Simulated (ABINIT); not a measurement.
**SrTiO3 (Tausonite): G0W0 with and without spin-orbit coupling**

Is the spin-orbit change of the gap of SrTiO3 (Tausonite) the same in DFT and in GW?

Calculated with ABINIT 10.8.3; PBE and many-body steps on it, plane waves.

**What was measured.**

- Gap 3.77 eV: direct gap (M0 critical point); spectroscopic ellipsometry, second-derivative fit; 300 K; bulk crystal (commercial single crystal) (“Optical probe of ferroelectric order in bulk and thin film perovskite titanates”, 2013, arxiv:1309.1245).

Report form: the programs' logs are mostly left out.

### Step 1. The starting structure

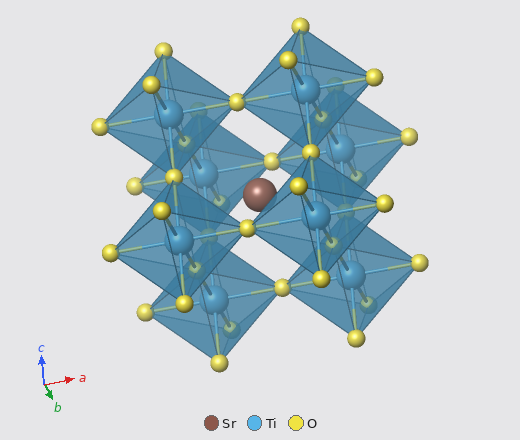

The cell as given, from a free direction (strontium brown, titanium blue, oxygen yellow). Some periodic images of atoms are drawn too.

The cell and positions come from the Crystallography Open Database and are kept as given unless a step says otherwise.

### Step 2. Empty states on the mesh, 4×4×4 mesh, 79 bands

This step: ABINIT 10.8.3; DFT, PBE, plane waves, norm-conserving pseudopotentials.

The sums over transitions need many empty states on a uniform mesh; this step solves for them.

Contents of run.abi:

```
acell 3*1.0 Angstrom
rprim 
  3.905280000000 0.000000000000 0.000000000000
  0.000000000000 3.905280000000 0.000000000000
  0.000000000000 0.000000000000 3.905280000000
ntypat 3
znucl 38 22 8
natom 5
typat 1 2 3 3 3
xred 
  0.500000000000 0.500000000000 0.500000000000
  0.000000000000 0.000000000000 0.000000000000
  0.500000000000 0.000000000000 0.000000000000
  0.000000000000 0.500000000000 0.000000000000
  0.000000000000 0.000000000000 0.500000000000
pp_dirpath "pseudos"
pseudos "Sr.upf, Ti.upf, O.upf"
ecut 38
ngkpt 4 4 4
nshiftk 1
shiftk 0 0 0
kptopt 1
chksymbreak 0
iscf -2
irdden 1
istwfk *1
nband 79
nbdbuf 6
tolwfr 1e-09
nstep 60
prtvol 0
indata_prefix "in"
outdata_prefix "out"
tmpdata_prefix "tmp"
```

Started as:

```console
> OMP_NUM_THREADS=1 mpirun -n 8 abinit run.abi > log
```

Wall time 23 s (8 MPI ranks of Arm Neoverse V2, shared host); peak memory 0.57 GiB; 3.1 min of CPU time.

Numbers from this step:

```yaml
gap: 1.908 eV
k_of_the_valence_top: 0.5, 0.5, 0.5
k_of_the_conduction_bottom: 0, 0, 0
least_direct_gap: 2.263 eV
k_points_computed: 10
lowest_point_of_the_top_converged_band_above_the_valence_top: 43.96 eV
```

On this mesh the gap is 1.908 eV.

The density comes from a self-consistent run that is not shown.

### Step 3. Screening, 4×4×4 mesh, 73 bands, screening to 119.7 eV

The RPA dielectric matrix is built and inverted for each q.

This step: RPA screening on PBE, plane waves, norm-conserving pseudopotentials.

Edit run.abi of step 2 so:

```diff
@@ -23,10 +23,11 @@
 chksymbreak 0
-iscf -2
-irdden 1
 istwfk *1
-nband 79
-nbdbuf 6
-tolwfr 1e-09
-nstep 60
-prtvol 0
+occopt 1
+irdwfk 1
+optdriver 3
+nband 73
+ecuteps 4.4
+inclvkb 0
+awtr 1
+symchi 1
 indata_prefix "in"
```

Elapsed: 15 s, on 8 MPI ranks; peak memory 1.4 GiB.

This step gave:

```yaml
eps_infinity_with_local_fields_on_this_mesh_along_the_program_s_q_direction: 7.458
the_same_without_local_fields: 7.901
plasma_frequency: 30.43 eV
plane_waves_in_the_screening_matrix: 179
```

Local fields lower ε∞ by 6 %. On a Γ-centred mesh this coarse the value itself is usually too large, while a short band sum pulls it down.

### Step 4. Scalar-relativistic

The self-energy is evaluated for the states that the input lists, and the levels follow from it, in one-shot runs by the linearised quasiparticle equation.

This step: G0W0 on PBE, plane waves, norm-conserving pseudopotentials.

Edit run.abi of step 3 so:

```diff
@@ -26,8 +26,17 @@
 irdwfk 1
-optdriver 3
+optdriver 4
 nband 73
+gwcalctyp 0
+ecutsigx 38
+symsigma 1
+nkptgw 2
+kptgw 
+  0.5000000000 0.5000000000 0.5000000000
+  0.0000000000 0.0000000000 0.0000000000
+bdgw 
+  18 23
+  18 23
 ecuteps 4.4
-inclvkb 0
-awtr 1
-symchi 1
+irdscr 1
+ppmodel 1
 indata_prefix "in"
```

It took 5.3 s on 8 MPI ranks; peak memory 1.6 GiB; 41 s of CPU time.

Numbers from this step:

* G0W0 gap on the points computed: 3.515 eV
* starting gap on the mesh: 1.908 eV
* k of the valence top: 0.5, 0.5, 0.5
* k of the conduction bottom: 0, 0, 0
* Z at the valence top: 0.771
* Z at the conduction bottom: 0.785
* least direct G0W0 gap on the computed points: 3.885 eV

The gap on the mesh goes from 1.91 eV to 3.51 eV, a correction of +1.61 eV.

### Step 5. Empty states on the mesh, 4×4×4 mesh, 160 bands

This step: DFT, PBE with spin-orbit coupling, plane waves, norm-conserving pseudopotentials.

Edit run.abi of step 4 so:

```diff
@@ -18,2 +18,3 @@
 ecut 38
+nspinor 2
 ngkpt 4 4 4
@@ -23,20 +24,10 @@
 chksymbreak 0
+iscf -2
+irdden 1
 istwfk *1
-occopt 1
-irdwfk 1
-optdriver 4
-nband 73
-gwcalctyp 0
-ecutsigx 38
-symsigma 1
-nkptgw 2
-kptgw 
-  0.5000000000 0.5000000000 0.5000000000
-  0.0000000000 0.0000000000 0.0000000000
-bdgw 
-  18 23
-  18 23
-ecuteps 4.4
-irdscr 1
-ppmodel 1
+nband 160
+nbdbuf 14
+tolwfr 1e-09
+nstep 60
+prtvol 0
 indata_prefix "in"
```

Elapsed: 2.1 min, on 8 MPI ranks; peak memory 0.84 GiB.

Numbers from this step:

* gap: 1.874 eV
* k of the valence top: 0.5, 0.5, 0.5
* k of the conduction bottom: 0, 0, 0
* least direct gap: 2.214 eV
* k points computed: 10
* lowest point of the top converged band, above the valence top: 43.95 eV

On this mesh the gap is 1.874 eV.

The density comes from a self-consistent run that is not shown, made with spin-orbit coupling and fully relativistic files.

### Step 6. Screening, 4×4×4 mesh, 146 bands, screening to 119.7 eV

This step: RPA screening on PBE with spin-orbit coupling, plane waves, norm-conserving pseudopotentials.

Edit run.abi of step 5 so:

```diff
@@ -24,10 +24,11 @@
 chksymbreak 0
-iscf -2
-irdden 1
 istwfk *1
-nband 160
-nbdbuf 14
-tolwfr 1e-09
-nstep 60
-prtvol 0
+occopt 1
+irdwfk 1
+optdriver 3
+nband 146
+ecuteps 4.4
+inclvkb 0
+awtr 1
+symchi 1
 indata_prefix "in"
```

Run time: 1.9 min. Hardware: 8 MPI ranks; peak memory 3.8 GiB; 15 min of CPU time.

This step gave:

- ε∞ with local fields, on this mesh, along the program's q direction: 7.505
- the same without local fields: 7.950
- plasma frequency: 30.43 eV
- plane waves in the screening matrix: 179

### Step 7. With spin-orbit coupling

This step: G0W0 on PBE with spin-orbit coupling, plane waves, norm-conserving pseudopotentials.

Edit run.abi of step 6 so:

```diff
@@ -27,8 +27,17 @@
 irdwfk 1
-optdriver 3
+optdriver 4
 nband 146
+gwcalctyp 0
+ecutsigx 38
+symsigma 0
+nkptgw 2
+kptgw 
+  0.5000000000 0.5000000000 0.5000000000
+  0.0000000000 0.0000000000 0.0000000000
+bdgw 
+  37 44
+  37 44
 ecuteps 4.4
-inclvkb 0
-awtr 1
-symchi 1
+irdscr 1
+ppmodel 1
 indata_prefix "in"
```

Run time: 77 s. Hardware: 8 MPI ranks; peak memory 3 GiB.

Numbers from this step:

- G0W0 gap on the points computed: 3.474 eV
- starting gap on the mesh: 1.874 eV
- k of the valence top: 0.5, 0.5, 0.5
- k of the conduction bottom: 0, 0, 0
- Z at the valence top: 0.77
- Z at the conduction bottom: 0.785
- least direct G0W0 gap on the computed points: 3.828 eV

Against G0W0 in ABINIT (4×4×4 mesh, 73 bands, screening to 119.7 eV, Godby-Needs plasmon pole), the gap moves by −0.041 eV.

### Step 8. Side by side

Times are wall times on 8 MPI ranks of Arm Neoverse V2, shared host, good to a factor of about two. A run's time includes the screening step that it read.

```csv
run,mesh,bands,screening cutoff (eV),DFT gap (eV),gap on the mesh (eV),direct (eV),ε∞ used,time
scalar-relativistic,4×4×4,73,119.7,1.908,3.515,3.885,7.46,20 s
with spin-orbit coupling,4×4×4,146,119.7,1.874,3.474,3.828,7.51,3.2 min
```

### Step 9. Results

```
scalar-relativistic      : 3.515 eV
with spin-orbit coupling : 3.474 eV
known limits             : not at the basis limit; screening head approximate; no spin-orbit coupling in some runs; coarse k mesh
```

**Reading.** With spin-orbit coupling: −0.041 eV against scalar-relativistic, −0.033 eV of it in the start. Against experiment, by with spin-orbit coupling: the direct gap of 3.83 eV lies +0.06 eV from the measured 3.77 eV (direct, 300 K, 2013). An exciton line or allowed optical edge lies below the quasiparticle gap by the binding energy; a forbidden edge can push the onset above it. These are gaps on the mesh, at modest bands and cutoff. The calculation has static nuclei and no excitons; a measured gap holds zero-point and thermal motion, which mostly lowers it. Bands and cutoff are finite, so the gap is not at the basis limit. The miss can reach some tenths of an eV and take either sign; the mesh is an error of its own. In the first G0W0 run levels were corrected at 2 k points alone, so a gap called «on the mesh» is the least over those, and an edge elsewhere would be missed. The 4×4×4 mesh is coarse for this cell, which bears on the long-range parts of exchange and screening. This is the ideal cubic cell; many perovskites, halides above all, are cubic only on average, and local tilts or off-centring can widen the gap. The long-wavelength limit of the screening leaves out the non-local commutator, which shifts ε∞.

[Paths, hosts, dates, memory and timing lines, banners, echoed tables and standing remarks are left out of the program output.]

[Logs are printed without paths, hosts, clocks, repeated set-up lines and the standing remarks that a program may print on its own settings, such as how far it seeks lower states.]

[Runs of the session that timed out or met a known fault of the program may be left out.]

[No measured gap is set beside runs whose start may be inverted or whose files or cutoffs have a known fault.]

[Hosts, paths, dates, database ids (printed as entryN), source tags and the programs' standing remarks are cut or masked in the printed files.]

[G0W0 gaps are taken among the corrected bands and points alone; a level outside them can change the order at an edge.]

[Where Ansatz stands beside ABINIT at settings called matched, ABINIT's density can come from a denser mesh and the files from another edition; pairs whose starting gaps differed by over 0.03 eV were left out, so agreement reads better than it is.]
